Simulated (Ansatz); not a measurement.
# Al$_{2}$BH$_{4}$Cl$_{3}$O$_{5}$: geometry relaxation (part 2 of 2)

Al$_{2}$BH$_{4}$Cl$_{3}$O$_{5}$; RKS PBE0-D4/def2-TZVP (Ansatz 0.2.0). The geometry is a transition state displaced along its imaginary mode. The reaction was set up to form B1–O6 and Cl2–H5 and to break B1–Cl2 and H5–O6 (atoms counted from 1 in the order of the input); sticks are drawn by distance alone.

Geometry of the input (Å):
```
B  -1.6994  1.0825  0.4974
Cl -1.0660  -0.9368  1.4858
Cl -1.5978  0.8287  -1.2804
Cl -3.2187  1.4667  1.2529
H  -0.1996  1.2364  1.6884
O  -0.4556  1.7168  0.9017
Al 0.6830  1.3542  -0.5803
O  1.1134  2.8284  -1.2490
O  1.3784  -0.1154  -0.2998
Al 0.6312  -1.6603  -0.0230
O  1.5208  -2.8998  0.7479
O  -0.3118  -2.1053  -1.3896
H  1.8553  2.9912  -1.8421
H  2.0580  -2.8023  1.5184
H  -0.6913  -2.9853  -1.4281
```

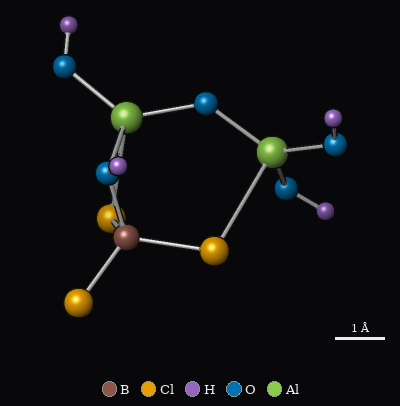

**Figure 1.** The geometry at step 10 of the log (ball-and-stick view, seen at a tilt).

Trajectory as extended XYZ, continued
```
15
Properties=species:S:1:pos:R:3:forces:R:3 step=4 energy=-61729.17339
B    -1.6028    0.8432    0.6882   -0.1711   0.0621  -0.0737
Cl   -1.2068   -0.9239    1.2849   -0.1907   0.2897   0.0127
Cl   -1.6318    0.8645   -1.2228    0.2190   0.0228   0.2005
Cl   -3.1135    1.4271    1.4375    0.1305  -0.0567  -0.0665
H    -0.0153    1.4872    1.7890   -0.3771   0.4285  -0.8279
O    -0.4229    1.7185    0.9199    0.5089  -0.7090   0.9160
Al    0.6410    1.3534   -0.6150   -0.6252   0.3238  -0.0404
O     1.0790    2.8189   -1.3011    0.0564  -0.0483   0.0412
O     1.3719   -0.1022   -0.3258   -0.0282  -0.4887   0.0356
Al    0.6471   -1.6646   -0.1494    0.4332  -0.1129  -0.2349
O     1.3375   -2.8513    0.8726   -0.1031   0.2097   0.0082
O    -0.1771   -2.1863   -1.5625    0.1664   0.0931   0.3612
H     1.8077    2.9641   -1.8972    0.0749   0.0113  -0.0589
H     1.8143   -2.6749    1.6847   -0.0988   0.0106  -0.2426
H    -0.5283   -3.0738   -1.6029    0.0048  -0.0360  -0.0306
15
Properties=species:S:1:pos:R:3:forces:R:3 step=5 energy=-61729.24470
B    -1.6119    0.8324    0.7172    0.1743   0.1451  -0.0114
Cl   -1.2783   -0.9311    1.2680   -0.0263   0.1579  -0.0142
Cl   -1.6217    0.8891   -1.1988    0.0118  -0.0111  -0.0991
Cl   -3.0889    1.4859    1.4433   -0.1730   0.0101   0.0756
H     0.0068    1.5080    1.8036   -0.1930   0.1671  -0.3274
O    -0.4072    1.6847    0.9411    0.2519  -0.4315   0.3270
Al    0.6029    1.3525   -0.6327   -0.3482   0.2138   0.1378
O     1.0769    2.8247   -1.2834    0.0955  -0.0402  -0.0313
O     1.3550   -0.1065   -0.3704   -0.0476  -0.3504  -0.0216
Al    0.6714   -1.6771   -0.1956    0.2678  -0.0460  -0.0152
O     1.3148   -2.8314    0.8859   -0.0870   0.1442  -0.0943
O    -0.1604   -2.2403   -1.5765    0.0659  -0.0049   0.1862
H     1.8145    2.9678   -1.8718    0.0018  -0.0101   0.0056
H     1.8105   -2.6188    1.6745   -0.0181   0.0149  -0.0981
H    -0.4842   -3.1400   -1.6044    0.0241   0.0409  -0.0198
15
Properties=species:S:1:pos:R:3:forces:R:3 step=6 energy=-61729.25799
B    -1.6525    0.8458    0.7313   -0.3116  -0.2847   0.0887
Cl   -1.3742   -0.9268    1.2239   -0.0014   0.0547   0.0037
Cl   -1.6758    0.9511   -1.1966    0.0866   0.0637   0.0101
Cl   -3.1170    1.5302    1.4841    0.0891   0.0240  -0.0392
H    -0.0444    1.5482    1.8452   -0.0876   0.0004  -0.1002
O    -0.4143    1.6151    0.9557    0.0769   0.3374   0.3994
Al    0.5388    1.3601   -0.5988    0.4978  -0.3669  -0.4343
O     1.1600    2.7832   -1.2408   -0.1146   0.0699   0.0638
O     1.3275   -0.1191   -0.4560   -0.1189   0.5359   0.0213
Al    0.7193   -1.6825   -0.2413   -0.3711  -0.1261  -0.3271
O     1.3353   -2.7768    0.8827    0.2165  -0.1421   0.2889
O    -0.1785   -2.2878   -1.5495   -0.0053  -0.1199  -0.0663
H     1.9111    2.8436   -1.8269   -0.0192  -0.0447   0.0340
H     1.9193   -2.4815    1.5782    0.0351  -0.0854   0.0349
H    -0.4545   -3.2028   -1.5911    0.0276   0.0838   0.0223
15
Properties=species:S:1:pos:R:3:forces:R:3 step=7 energy=-61729.28506
B    -1.6514    0.8576    0.7428   -0.0147   0.0477   0.0309
Cl   -1.3556   -0.9023    1.2543   -0.0209  -0.0291  -0.0121
Cl   -1.6552    0.9488   -1.1942   -0.0343   0.0051   0.0239
Cl   -3.1199    1.5536    1.4744    0.0702  -0.0473  -0.0457
H    -0.0383    1.5696    1.8439   -0.0495   0.0087  -0.0282
O    -0.4181    1.6563    0.9618    0.0165   0.0340   0.0572
Al    0.5504    1.3535   -0.6124    0.1286  -0.1056  -0.0544
O     1.1283    2.7949   -1.2504   -0.0063   0.0432   0.0048
O     1.3177   -0.1224   -0.4307   -0.1080   0.0419   0.0130
Al    0.7008   -1.7012   -0.2397    0.0412  -0.0310  -0.0617
O     1.3437   -2.8145    0.8728    0.0205   0.0967   0.0617
O    -0.1555   -2.3078   -1.5764   -0.0100  -0.0196   0.0429
H     1.8801    2.8806   -1.8324   -0.0137  -0.0260   0.0256
H     1.9042   -2.5446    1.5989   -0.0280  -0.0427  -0.0625
H    -0.4311   -3.2223   -1.6125    0.0084   0.0239   0.0047
15
Properties=species:S:1:pos:R:3:forces:R:3 step=8 energy=-61729.28786
B    -1.6480    0.8546    0.7379    0.0270   0.0137  -0.0238
Cl   -1.3593   -0.9113    1.2335    0.0104   0.0102   0.0256
Cl   -1.6574    0.9553   -1.1978    0.0259   0.0160  -0.0205
Cl   -3.1189    1.5392    1.4607   -0.0360   0.0158   0.0405
H    -0.0449    1.5767    1.8440   -0.0104   0.0054   0.0226
O    -0.4186    1.6595    0.9603   -0.0153  -0.0460  -0.0367
Al    0.5526    1.3535   -0.6186    0.0254   0.0014   0.0033
O     1.1366    2.8014   -1.2365   -0.0167   0.0309   0.0052
O     1.3112   -0.1232   -0.4431   -0.0314  -0.0404  -0.0064
Al    0.7035   -1.7040   -0.2468   -0.0108  -0.0219   0.0070
O     1.3532   -2.8055    0.8732    0.0120   0.0718   0.0121
O    -0.1810   -2.3186   -1.5596    0.0200  -0.0133  -0.0013
H     1.8961    2.8895   -1.8075    0.0035  -0.0183   0.0054
H     1.9307   -2.5341    1.5841   -0.0058  -0.0261  -0.0317
H    -0.4559   -3.2332   -1.5838    0.0023   0.0007  -0.0012
15
Properties=species:S:1:pos:R:3:forces:R:3 step=9 energy=-61729.29024
B    -1.6534    0.8612    0.7294   -0.0186   0.0565   0.0461
Cl   -1.3787   -0.9142    1.1998   -0.0129  -0.0087   0.0089
Cl   -1.6673    0.9973   -1.2019   -0.0370  -0.0023  -0.0156
Cl   -3.1008    1.5548    1.4980   -0.0330  -0.0270  -0.0339
H    -0.0782    1.5976    1.8565    0.0311   0.0146  -0.0236
O    -0.4200    1.6514    0.9576    0.0261  -0.0353   0.0111
Al    0.5493    1.3560   -0.6225    0.0645  -0.0249   0.0234
O     1.1563    2.8074   -1.2116   -0.0176   0.0146   0.0082
O     1.2801   -0.1380   -0.4870   -0.0278   0.0323  -0.0089
Al    0.6778   -1.7151   -0.2563    0.0303   0.0009  -0.0282
O     1.3543   -2.7760    0.8838   -0.0429  -0.0195  -0.0209
O    -0.1833   -2.3773   -1.5600   -0.0189   0.0063  -0.0106
H     1.9289    2.8825   -1.7668    0.0081  -0.0044  -0.0060
H     1.9735   -2.4904    1.5498    0.0494   0.0112   0.0493
H    -0.4387   -3.2973   -1.5688   -0.0009  -0.0145   0.0007
15
Properties=species:S:1:pos:R:3:forces:R:3 step=10 energy=-61729.29164
B    -1.6558    0.8660    0.7338   -0.0151  -0.0018  -0.0017
Cl   -1.3869   -0.9105    1.2046    0.0063   0.0010  -0.0045
Cl   -1.6682    1.0018   -1.1995   -0.0038  -0.0006  -0.0156
Cl   -3.1139    1.5560    1.4846    0.0090   0.0028  -0.0029
H    -0.0732    1.5995    1.8590    0.0208   0.0048  -0.0169
O    -0.4168    1.6486    0.9606   -0.0165  -0.0054   0.0243
Al    0.5512    1.3561   -0.6207    0.0148  -0.0023   0.0058
O     1.1601    2.8096   -1.2041   -0.0055   0.0055   0.0072
O     1.2777   -0.1401   -0.4973   -0.0156  -0.0006  -0.0017
Al    0.6801   -1.7184   -0.2636    0.0125  -0.0165  -0.0077
O     1.3580   -2.7725    0.8835    0.0134   0.0213   0.0225
O    -0.1896   -2.3873   -1.5590   -0.0023   0.0072   0.0091
H     1.9326    2.8839   -1.7601   -0.0021  -0.0037   0.0007
H     1.9866   -2.4843    1.5422   -0.0198  -0.0137  -0.0232
H    -0.4419   -3.3086   -1.5638    0.0039   0.0021   0.0045
15
Properties=species:S:1:pos:R:3:forces:R:3 step=11 energy=-61729.29185
B    -1.6570    0.8663    0.7311    0.0071  -0.0123   0.0045
Cl   -1.3869   -0.9103    1.2007   -0.0072   0.0030   0.0004
Cl   -1.6679    1.0034   -1.2032    0.0027   0.0024  -0.0004
Cl   -3.1143    1.5576    1.4810    0.0032   0.0019  -0.0018
H    -0.0698    1.5952    1.8570    0.0102  -0.0023  -0.0041
O    -0.4165    1.6466    0.9602   -0.0141   0.0064  -0.0064
Al    0.5515    1.3560   -0.6213   -0.0046   0.0053   0.0092
O     1.1596    2.8122   -1.1983    0.0021   0.0044   0.0021
O     1.2768   -0.1407   -0.5017   -0.0016  -0.0132  -0.0047
Al    0.6823   -1.7198   -0.2657   -0.0007  -0.0020   0.0087
O     1.3598   -2.7705    0.8846    0.0049   0.0141   0.0031
O    -0.1952   -2.3902   -1.5545    0.0037   0.0002  -0.0025
H     1.9324    2.8885   -1.7536   -0.0014  -0.0012  -0.0009
H     1.9918   -2.4827    1.5396   -0.0070  -0.0069  -0.0097
H    -0.4467   -3.3117   -1.5560    0.0027   0.0004   0.0024
15
Properties=species:S:1:pos:R:3:forces:R:3 step=12 energy=-61729.29189
B    -1.6585    0.8683    0.7313    0.0053  -0.0095  -0.0062
Cl   -1.3902   -0.9108    1.1952   -0.0122   0.0151  -0.0041
Cl   -1.6723    1.0142   -1.2033    0.0110  -0.0049   0.0051
Cl   -3.1143    1.5590    1.4843    0.0052  -0.0018   0.0000
H    -0.0670    1.5853    1.8553    0.0227   0.0002   0.0234
O    -0.4169    1.6464    0.9609   -0.0218   0.0035  -0.0253
Al    0.5496    1.3591   -0.6228   -0.0111  -0.0100   0.0180
O     1.1656    2.8139   -1.1938   -0.0088   0.0141   0.0012
O     1.2704   -0.1398   -0.5053    0.0003  -0.0152  -0.0079
Al    0.6788   -1.7193   -0.2655    0.0058  -0.0028   0.0056
O     1.3577   -2.7661    0.8875   -0.0058   0.0071  -0.0078
O    -0.1927   -2.3977   -1.5544   -0.0006   0.0065  -0.0003
H     1.9343    2.8882   -1.7547    0.0060  -0.0004  -0.0044
H     1.9960   -2.4805    1.5368    0.0023   0.0015   0.0025
H    -0.4404   -3.3202   -1.5514    0.0016  -0.0033   0.0005
15
Properties=species:S:1:pos:R:3:forces:R:3 step=13 energy=-61729.29201
B    -1.6582    0.8684    0.7306    0.0000  -0.0126  -0.0035
Cl   -1.3955   -0.9112    1.1931   -0.0002   0.0126  -0.0013
Cl   -1.6702    1.0134   -1.2042    0.0054   0.0023   0.0043
Cl   -3.1131    1.5622    1.4821   -0.0002   0.0019   0.0021
H    -0.0638    1.5832    1.8556    0.0064  -0.0023   0.0106
O    -0.4156    1.6445    0.9615   -0.0064   0.0022  -0.0128
Al    0.5503    1.3588   -0.6217   -0.0091  -0.0051   0.0024
O     1.1644    2.8157   -1.1905   -0.0016   0.0048   0.0016
O     1.2697   -0.1412   -0.5097    0.0034  -0.0044  -0.0001
Al    0.6782   -1.7199   -0.2665    0.0021  -0.0018   0.0017
O     1.3579   -2.7637    0.8882   -0.0056   0.0007  -0.0045
O    -0.1949   -2.4005   -1.5528   -0.0021   0.0003  -0.0037
H     1.9328    2.8911   -1.7518    0.0022   0.0004  -0.0021
H     1.9985   -2.4773    1.5349    0.0047   0.0023   0.0051
H    -0.4405   -3.3236   -1.5486    0.0011  -0.0012   0.0000
15
Properties=species:S:1:pos:R:3:forces:R:3 step=14 energy=-61729.29204
B    -1.6583    0.8689    0.7307    0.0020  -0.0066   0.0016
Cl   -1.3964   -0.9101    1.1926   -0.0017   0.0013  -0.0016
Cl   -1.6703    1.0152   -1.2039   -0.0007   0.0008   0.0002
Cl   -3.1121    1.5642    1.4832   -0.0020   0.0019   0.0009
H    -0.0611    1.5802    1.8552   -0.0022  -0.0025   0.0009
O    -0.4149    1.6438    0.9618    0.0039   0.0061  -0.0017
Al    0.5499    1.3585   -0.6219   -0.0037  -0.0003  -0.0007
O     1.1637    2.8164   -1.1890    0.0017   0.0003  -0.0003
O     1.2690   -0.1419   -0.5117    0.0026  -0.0013  -0.0006
Al    0.6779   -1.7206   -0.2677    0.0005  -0.0002   0.0006
O     1.3560   -2.7622    0.8898   -0.0018  -0.0019  -0.0021
O    -0.1937   -2.4031   -1.5541   -0.0010   0.0010  -0.0001
H     1.9312    2.8923   -1.7517   -0.0005   0.0003   0.0001
H     1.9967   -2.4752    1.5361    0.0022   0.0018   0.0027
H    -0.4378   -3.3265   -1.5493    0.0006  -0.0006  -0.0001
15
Properties=species:S:1:pos:R:3:forces:R:3 step=15 energy=-61729.29205
B    -1.6585    0.8694    0.7307   -0.0018  -0.0017   0.0006
Cl   -1.3984   -0.9102    1.1902   -0.0002  -0.0007   0.0016
Cl   -1.6711    1.0177   -1.2037   -0.0006   0.0010  -0.0026
Cl   -3.1115    1.5656    1.4841   -0.0004   0.0003   0.0004
H    -0.0598    1.5769    1.8550   -0.0028  -0.0011  -0.0018
O    -0.4145    1.6433    0.9621    0.0051   0.0024   0.0037
Al    0.5494    1.3587   -0.6222   -0.0003   0.0002  -0.0012
O     1.1641    2.8167   -1.1881    0.0010  -0.0010  -0.0009
O     1.2683   -0.1420   -0.5130    0.0007   0.0006  -0.0002
Al    0.6778   -1.7207   -0.2679   -0.0005  -0.0002  -0.0018
O     1.3559   -2.7611    0.8907    0.0000  -0.0014   0.0000
O    -0.1934   -2.4046   -1.5540    0.0001   0.0004   0.0012
H     1.9308    2.8927   -1.7518   -0.0008   0.0001   0.0007
H     1.9970   -2.4739    1.5365    0.0001   0.0013   0.0005
H    -0.4361   -3.3285   -1.5486    0.0003  -0.0002  -0.0004
15
Properties=species:S:1:pos:R:3:forces:R:3 step=16 energy=-61729.29205
B    -1.6585    0.8696    0.7307   -0.0029   0.0006   0.0025
Cl   -1.3993   -0.9101    1.1898    0.0008   0.0000  -0.0011
Cl   -1.6715    1.0191   -1.2038    0.0004  -0.0005   0.0002
Cl   -3.1111    1.5663    1.4848    0.0000  -0.0001  -0.0008
H    -0.0593    1.5747    1.8551   -0.0014  -0.0004  -0.0014
O    -0.4141    1.6429    0.9624    0.0031   0.0005   0.0012
Al    0.5491    1.3588   -0.6224    0.0007   0.0008  -0.0002
O     1.1643    2.8168   -1.1878    0.0000  -0.0008  -0.0006
O     1.2679   -0.1420   -0.5138   -0.0007   0.0002   0.0002
Al    0.6777   -1.7208   -0.2683    0.0000  -0.0002  -0.0014
O     1.3556   -2.7604    0.8911    0.0008  -0.0010   0.0007
O    -0.1932   -2.4054   -1.5541    0.0002   0.0000   0.0014
H     1.9306    2.8927   -1.7521   -0.0001   0.0000   0.0005
H     1.9965   -2.4727    1.5370   -0.0009   0.0008  -0.0006
H    -0.4349   -3.3296   -1.5486    0.0001   0.0001  -0.0004
```
